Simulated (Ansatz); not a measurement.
# A computed series for Si: pressure series

Consider Si in the diamond structure (space group Fd-3m, No. 227; a = 5.402 Å).

Cell and atoms are relaxed at each pressure.

The values are results of plane-wave PAW DFT at the LDA level (Ansatz, an electronic-structure program, 420 eV), spin-orbit coupling left out, not measurements.

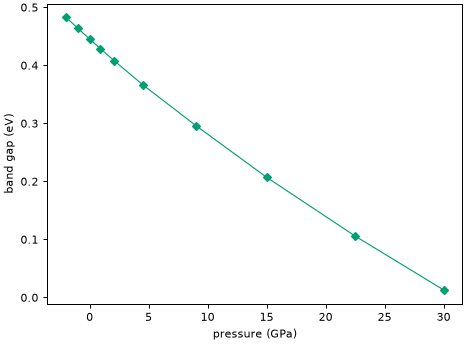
Figure. Band gap against pressure

From the plot, what is the band gap for pressure 4.5 GPa?

About 0.37 eV.

Is the trend monotonic over the range shown?

Yes, it falls throughout, spanning zero to 0.48 eV.

Load acts through the strain it causes; cell and atoms are relaxed under it. Stability against distortions was not tested. Measured, Si leaves this structure (for the β-tin structure) near 12 GPa (room temperature; as listed in arXiv:1906.07825). Gaps under 0.05 eV, about the width of the smearing, are given as zero. The zero or small gap of Si under pressure 9 GPa, Si under pressure 15 GPa, Si under pressure 22.5 GPa and Si under pressure 30 GPa can change with the level of theory.
